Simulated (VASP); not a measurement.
# A VASP study of BiPd (rev-vdW-DF2): structure first, properties next, part 2 of 4

How well does rev-vdW-DF2 reproduce what experiment finds for BiPd? The cell is relaxed first, and properties follow on it. The start is a computed cell from the Materials Project.

VASP 6.6.1; rev-vdW-DF2; plane waves and PAW (Bi_d, Pd).

Still holding for the runs below: The k-mesh is coarse for a metal.

So far: The starting structure; Full relaxation (rev-vdW-DF2).

## 2. Full relaxation (rev-vdW-DF2) (continued)

The steps of the relaxation:

```tsv
step	energy less that of the first step (eV)	largest force (eV/Å)	pressure (GPa)	volume (Å³)
1	0.0000	0.0834	-2.36	351.14
2	-0.0007	0.2130	2.64	334.96
3	-0.0634	0.1204	0.02	342.87
4	-0.0634	0.1212	0.06	342.71
5	-0.0679	0.0943	0.06	342.55
6	-0.0735	0.0492	0.09	342.06
7	-0.0750	0.0414	-0.15	342.81
8	-0.0751	0.0384	-0.22	343.08
9	-0.0761	0.0317	-0.16	342.78
10	-0.0767	0.0300	0.06	342.16
11	-0.0767	0.0291	0.04	342.26
12	-0.0770	0.0276	0.02	342.30
13	-0.0776	0.0253	-0.01	342.43
14	-0.0781	0.0386	-0.07	342.67
15	-0.0785	0.0369	0.01	342.35
16	-0.0786	0.0346	0.13	341.95
17	-0.0789	0.0300	0.11	342.00
18	-0.0794	0.0156	0.06	342.13
19	-0.0790	0.0233	-0.06	342.41
20	-0.0794	0.0130	0.01	342.22
21	-0.0795	0.0110	0.01	342.27
22	-0.0796	0.0082	-0.02	342.42
```

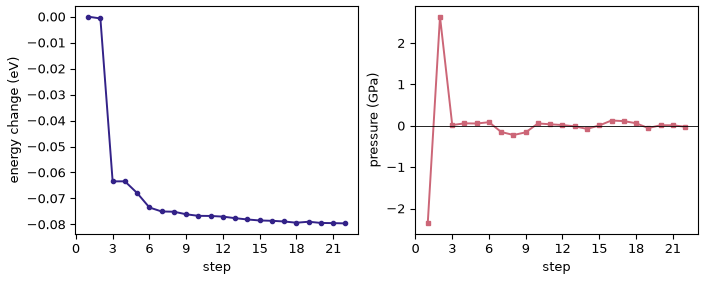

Energy and pressure along the relaxation.

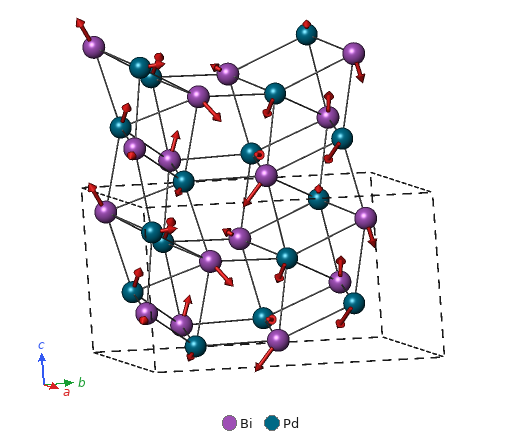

Displacements in the relaxation, exaggerated, measured against the changing cell; the longest in the cell stands for 0.05 Å. 1×1×2 cells are drawn.

```tsv
cell as run	before	after	change
a (Å)	5.734	5.697	-0.6 %
b (Å)	10.852	10.740	-1.0 %
c (Å)	5.750	5.702	-0.8 %
β (°)	101.10	101.06	-0.0 %
volume (Å³/atom)	21.95	21.40	-2.5 %
```

The atoms that moved most (Å, as changes of fractional coordinates times the final cell):

```tsv
atom	dx	dy	dz	length
Pd13	-0.040	-0.004	-0.033	0.053
Pd14	0.040	-0.004	0.033	0.053
Bi8	0.009	-0.024	0.035	0.043
Bi7	-0.009	-0.024	-0.035	0.043
Bi4	-0.031	0.014	0.024	0.042
Bi3	0.031	0.014	-0.024	0.042
Pd11	-0.026	-0.001	-0.030	0.040
Pd12	0.026	-0.001	0.030	0.040
```

Final coordinates:

```cif
data_structure
_symmetry_space_group_name_H-M 'P 1'
_symmetry_Int_Tables_number 1
_cell_length_a 5.6974
_cell_length_b 10.7402
_cell_length_c 5.7017
_cell_angle_alpha 90.000
_cell_angle_beta 101.059
_cell_angle_gamma 90.000
_cell_volume 342.41
loop_
_atom_site_label
_atom_site_type_symbol
_atom_site_fract_x
_atom_site_fract_y
_atom_site_fract_z
_atom_site_occupancy
Bi1 Bi 0.11398 0.28808 0.15686 1
Bi2 Bi 0.88602 0.78808 0.84314 1
Bi3 Bi 0.64520 0.29380 0.59883 1
Bi4 Bi 0.35480 0.79380 0.40117 1
Bi5 Bi 0.11434 0.50808 0.65768 1
Bi6 Bi 0.88566 0.00808 0.34232 1
Bi7 Bi 0.64653 0.50271 0.09916 1
Bi8 Bi 0.35347 0.00271 0.90084 1
Pd9 Pd 0.16739 0.56109 0.17506 1
Pd10 Pd 0.83261 0.06109 0.82494 1
Pd11 Pd 0.59212 0.56639 0.58600 1
Pd12 Pd 0.40788 0.06639 0.41400 1
Pd13 Pd 0.83441 0.73494 0.32626 1
Pd14 Pd 0.16559 0.23494 0.67374 1
Pd15 Pd 0.40809 0.73001 0.91446 1
Pd16 Pd 0.59191 0.23001 0.08554 1
```

This step gave:

* electrons: 200
* bands: 124
* irreducible k-points: 20
* symmetry operations: 2
* free energy (TOTEN): -33.96 eV
* energy at zero smearing: -33.95 eV
* Fermi energy: 9.378 eV
* pressure: -0.02179 GPa
* metallic: yes
* SCF cycles over all ionic steps: 172

It ends with a largest force of 0.008 eV/Å and a pressure of -0.02 GPa.

## 3. Second relaxation

The basis stayed that of the start cell while the cell moved. A rerun from the cell reached resets it; the error of the finite cutoff stays.

Input file INCAR:

```
SYSTEM = BiPd
PREC = Accurate
ENCUT = 400
EDIFF = 1E-06
NELM = 100
ISMEAR = 1
SIGMA = 0.2
LREAL = .FALSE.
ALGO = Normal
GGA = MK
AGGAC = 0
LUSE_VDW = .TRUE.
PARAM1 = 0.1234
PARAM2 = 0.711357
ZAB_VDW = -1.8867
LASPH = .TRUE.
NBANDS = 124
LORBIT = 11
LWAVE = .FALSE.
LCHARG = .FALSE.
KPAR = 4
NCORE = 2
IBRION = 2
NSW = 60
ISIF = 3
EDIFFG = -0.01
```

Input file POSCAR:

```
BiPd
1.0
    5.6973817062      0.0000000000      0.0032385482
    0.0000000000     10.7402279680      0.0000000000
   -1.0969154330      0.0000000000      5.5951992080
Bi Pd
8 8
Direct
    0.1139785914      0.2880767290      0.1568619873
    0.8860214086      0.7880767290      0.8431380127
    0.6451971869      0.2938042056      0.5988312722
    0.3548028131      0.7938042056      0.4011687278
    0.1143442213      0.5080828699      0.6576830584
    0.8856557787      0.0080828699      0.3423169416
    0.6465252287      0.5027147116      0.0991597131
    0.3534747713      0.0027147116      0.9008402869
    0.1673941394      0.5610873228      0.1750567673
    0.8326058606      0.0610873228      0.8249432327
    0.5921233754      0.5663929680      0.5859963778
    0.4078766246      0.0663929680      0.4140036222
    0.8344113674      0.7349367156      0.3262646938
    0.1655886326      0.2349367156      0.6737353062
    0.4080901913      0.7300064774      0.9144580005
    0.5919098087      0.2300064774      0.0855419995
```

Input file KPOINTS:

```
Automatic mesh
0
Gamma
4 2 4
0 0 0
```

PAW data sets: Bi_d and Pd (PBE family, release 64).

Started as:

```console
$ mpirun -np 8 vasp_std
```

Log:

```text
[banner, memory and clock lines left out]
running    8 mpi-ranks, on    1 nodes
 distrk:  each k-point on    2 cores,    4 groups
 distr:  one band on    2 cores,    1 groups

 POSCAR found type information on POSCAR BiPd
 POSCAR found :  2 types and      16 ions
 [... a notice as in an earlier step ...]

 [... a notice as in an earlier step ...]

 LDA part: xc-table for (Slater+PW92), standard interpolation
 POSCAR, INCAR and KPOINTS ok, starting setup
 FFT: planning ... GRIDC
 FFT: planning ... GRID_SOFT
 FFT: planning ... GRID
 WAVECAR not read
 entering main loop
       N       E                     dE             d eps       ncg     rms          rms(c)
DAV:   1     0.240667711270E+04    0.24067E+04   -0.80400E+04  4960   0.169E+03
DAV:   2     0.307969069101E+03   -0.20987E+04   -0.20375E+04  4960   0.512E+02
DAV:   3    -0.116367958282E+02   -0.31961E+03   -0.30052E+03  5244   0.202E+02
DAV:   4    -0.339353774219E+02   -0.22299E+02   -0.21513E+02  5712   0.536E+01
DAV:   5    -0.349531478166E+02   -0.10178E+01   -0.10150E+01  5872   0.110E+01    0.120E+01
DAV:   6    -0.341552809971E+02    0.79787E+00   -0.17482E+00  5548   0.536E+00    0.642E+00
DAV:   7    -0.339752901222E+02    0.17999E+00   -0.72277E-01  6360   0.369E+00    0.180E+00
DAV:   8    -0.339504452725E+02    0.24845E-01   -0.23214E-01  5476   0.200E+00    0.740E-01
DAV:   9    -0.339464030516E+02    0.40422E-02   -0.34362E-02  5488   0.102E+00    0.271E-01
DAV:  10    -0.339458491358E+02    0.55392E-03   -0.44491E-03  5364   0.432E-01    0.122E-01
DAV:  11    -0.339457342438E+02    0.11489E-03   -0.83972E-04  6108   0.146E-01    0.451E-02
DAV:  12    -0.339457726080E+02   -0.38364E-04   -0.22009E-04  6248   0.596E-02    0.140E-02
DAV:  13    -0.339457661419E+02    0.64661E-05   -0.29816E-05  5420   0.280E-02    0.645E-03
DAV:  14    -0.339457639109E+02    0.22310E-05   -0.65845E-06  5068   0.133E-02    0.233E-03
DAV:  15    -0.339457637605E+02    0.15041E-06   -0.58676E-07  2704   0.484E-03
   1 F= -.33945764E+02 E0= -.33940682E+02  d E =-.339458E+02
 curvature:   0.00 expect dE= 0.000E+00 dE for cont linesearch  0.000E+00
 trial: gam= 0.00000 g(F)=  0.283E-04 g(S)=  0.377E-03 ort = 0.000E+00 (trialstep = 0.100E+01)
 search vector abs. value=  0.405E-03
 bond charge predicted
       N       E                     dE             d eps       ncg     rms          rms(c)
DAV:   1    -0.339547478271E+02   -0.89839E-02   -0.20507E-01  5684   0.254E+00    0.592E-01
DAV:   2    -0.339474359957E+02    0.73118E-02   -0.32182E-02  5288   0.909E-01    0.248E-01
DAV:   3    -0.339459590630E+02    0.14769E-02   -0.39008E-03  5400   0.360E-01    0.950E-02
DAV:   4    -0.339457493832E+02    0.20968E-03   -0.14844E-03  6580   0.191E-01    0.217E-02
DAV:   5    -0.339457600927E+02   -0.10710E-04   -0.96500E-05  6204   0.576E-02    0.179E-02
DAV:   6    -0.339457654145E+02   -0.53218E-05   -0.17298E-05  4884   0.216E-02    0.878E-03
DAV:   7    -0.339457662117E+02   -0.79722E-06   -0.62197E-06  4780   0.140E-02
   2 F= -.33945766E+02 E0= -.33940700E+02  d E =-.245122E-05
 trial-energy change:   -0.000002  1 .order   -0.000083   -0.000405    0.000239
 step:   0.4434(harm=  0.6294)  dis= 0.00014  next Energy=   -33.945847 (dE=-0.828E-04)
 reached required accuracy - stopping structural energy minimisation
```

Run time: 3.8 min. Hardware: 8 MPI ranks of AMD EPYC 7R43, shared host; peak memory 5.2 GiB.

Parts of OUTCAR (step 3):

```text
  LATTYP: Found a simple monoclinic cell.
 ALAT       =     5.6973826266
 B/A-ratio  =     1.8851161440
 C/A-ratio  =     1.0007592403
 COS(beta)  =    -0.1918258059

 Found     20 irreducible k-points:

   dimension x,y,z NGX =    40 NGY =   70 NGZ =   40
   dimension x,y,z NGXF=    80 NGYF=  140 NGZF=   80

   ENCUT  =  400.0 eV  29.40 Ry    5.42 a.u.   9.29 17.51  9.30*2*pi/ulx,y,z

   NELECT =     200.0000    total number of electrons

 E-fermi :   9.4055

 k-point     1 :       0.0000    0.0000    0.0000
  band No.  band energies     occupation
    ...
     96       7.9068      2.00000
     97       7.9658      2.00000
     98       8.0934      2.00000
     99       8.1330      2.00000
    100       8.7345      2.00002
    101       9.6410     -0.07019
    102       9.8096     -0.01495
    103       9.8658     -0.00536
    104      10.1949     -0.00000
    105      10.2366     -0.00000
    ...

 k-point     2 :       0.2500    0.0000    0.0000
  band No.  band energies     occupation
    ...
     97       8.2054      2.00000
     98       8.5108      2.00000
     99       8.5851      2.00000
    100       8.7883      2.00011
    101       9.2978      1.78098
    102       9.5737      0.00045
    103       9.6820     -0.06479
    104       9.9926     -0.00027
    105      10.5167     -0.00000
    106      10.6365     -0.00000
    ...

Total vdW correction in eV:     33.1680439

  Total        0.1562268      0.1215947      0.1468737      0.0000000      0.0000000     -0.0061284
  in kB        0.7323324      0.5699904      0.6884887      0.0000000      0.0000000     -0.0287278
  external PRESSURE =       0.6636039 kB  Pullay stress =       0.0000000 kB

  energy-cutoff  :      400.00
  volume of cell :      341.79
      direct lattice vectors                 reciprocal lattice vectors
     5.694311111  0.000000000  0.003646938     0.175591827  0.000000000  0.034414228
     0.000000000 10.732884635  0.000000000     0.000000000  0.093171597  0.000000000
    -1.095921209  0.000000000  5.591722278    -0.000114522  0.000000000  0.178813332

 POSITION                                       TOTAL-FORCE (eV/Angst)
 -----------------------------------------------------------------------------------
      0.47726      3.09206      0.87761         0.000051      0.003707      0.002811
      4.12113      8.45850      4.71776        -0.000051      0.003707     -0.002811
      3.01777      3.15311      3.35116         0.003438      0.002112      0.003626
      1.58062      8.51956      2.24421        -0.003438      0.002112     -0.003626
     -0.06956      5.45309      3.67792        -0.000570     -0.002874      0.000284
      4.66795      0.08664      1.91745         0.000570     -0.002874     -0.000284
      3.57267      5.39568      0.55713        -0.001192     -0.004646      0.003272
      1.02572      0.02923      5.03824         0.001192     -0.004646     -0.003272
      0.76116      6.02212      0.97933        -0.004906     -0.001552     -0.003533
      3.83723      0.65568      4.61604         0.004906     -0.001552      0.003533
      2.72980      6.07908      3.27906         0.005975     -0.002681      0.004464
      1.86859      0.71263      2.31630        -0.005975     -0.002681     -0.004464
      4.39376      7.88808      1.82731        -0.000547      0.003986     -0.001771
      0.20463      2.52164      3.76806         0.000547      0.003986      0.001771
      1.32138      7.83500      5.11465        -0.005382      0.001948     -0.005545
      3.27701      2.46856      0.48072         0.005382      0.001948      0.005545
 -----------------------------------------------------------------------------------
    total drift:                               -0.000002     -0.003266      0.000005

  FREE ENERGIE OF THE ION-ELECTRON SYSTEM (eV)
  ---------------------------------------------------
  free  energy   TOTEN  =       -33.9457662117 eV

  energy  without entropy=      -33.9305662387  energy(sigma->0) =      -33.94069955

Total vdW correction in eV:     33.1681934

 total charge
# of ion       s       p       d       tot
------------------------------------------
    1        1.531   1.285   9.946  12.762
    2        1.531   1.285   9.946  12.762
    3        1.520   1.314   9.952  12.786
    4        1.520   1.314   9.952  12.786
    5        1.531   1.285   9.946  12.761
    6        1.531   1.285   9.946  12.761
    7        1.520   1.314   9.952  12.786
    8        1.520   1.314   9.952  12.786
    9        0.420   0.372   8.638   9.429
   10        0.420   0.372   8.638   9.429
   11        0.422   0.380   8.639   9.442
   12        0.422   0.380   8.639   9.442
   13        0.420   0.372   8.638   9.429
   14        0.420   0.372   8.638   9.429
   15        0.422   0.379   8.640   9.441
   16        0.422   0.379   8.640   9.441
--------------------------------------------------
tot         15.568  13.403 148.701 177.672

[... 5 parts as in an earlier step ...]

[... 6 further parts left out ...]
```

CONTCAR:

```
BiPd
   1.00000000000000
     5.6943111107641791    0.0000000000000000    0.0036469383606927
     0.0000000000000000   10.7328846350510450    0.0000000000000000
    -1.0959212094296511    0.0000000000000000    5.5917222784512148
  Bi              Pd
     8     8
Direct
     0.1140046082353713    0.2880919368934900    0.1568742259793705
     0.8859953917646287    0.7880919368934900    0.8431257740206295
     0.6452238251464383    0.2937806157363393    0.5988864560982151
     0.3547761748535617    0.7937806157363394    0.4011135439017849
     0.1143581374615752    0.5080727137124458    0.6576688884648488
     0.8856418625384248    0.0080727137124458    0.3423311115351441
     0.6465042895422807    0.5027237630024255    0.0992131097774814
     0.3534957104577194    0.0027237630024255    0.9007868902225186
     0.1673573345267568    0.5610908740716388    0.1750307134489194
     0.8326426654732432    0.0610908740716388    0.8249692865510807
     0.5921772042030724    0.5663972950323681    0.5860278242057658
     0.4078227957969277    0.0663972950323681    0.4139721757942342
     0.8343935474044489    0.7349451922943199    0.3262438093695272
     0.1656064525955510    0.2349451922943198    0.6737561906304729
     0.4080401313301590    0.7299996091569714    0.9144166053489470
     0.5919598686698410    0.2299996091569713    0.0855833946510530
```

Little changed from the start: no atom moved by 0.005 Å and no cell edge by 0.1 %.

Numbers from this step:

```
free energy (TOTEN)             : -33.95 eV
energy at zero smearing         : -33.94 eV
Fermi energy                    : 9.405 eV
pressure                        : 0.06636 GPa
SCF cycles over all ionic steps : 22
```

It ends with a largest force of 0.008 eV/Å and a pressure of 0.07 GPa.

[end of part 2 of 4]

[Lines on the potential files, build, host, timing and source positions are cut from VASP's logs without a mark.]

[Logs are printed without paths, hosts, clocks, repeated set-up lines and the standing remarks that a program may print on its own settings, such as how far it seeks lower states.]

[Hosts, paths, dates, database ids (printed as entryN), source tags and the programs' standing remarks are cut or masked in the printed files.]

[A measured line is paired with the nearest computed mode of its activity, which favours agreement.]

[In band tables of VASP the shares of atoms and orbitals are scaled to a sum of 1 inside the atoms' spheres.]
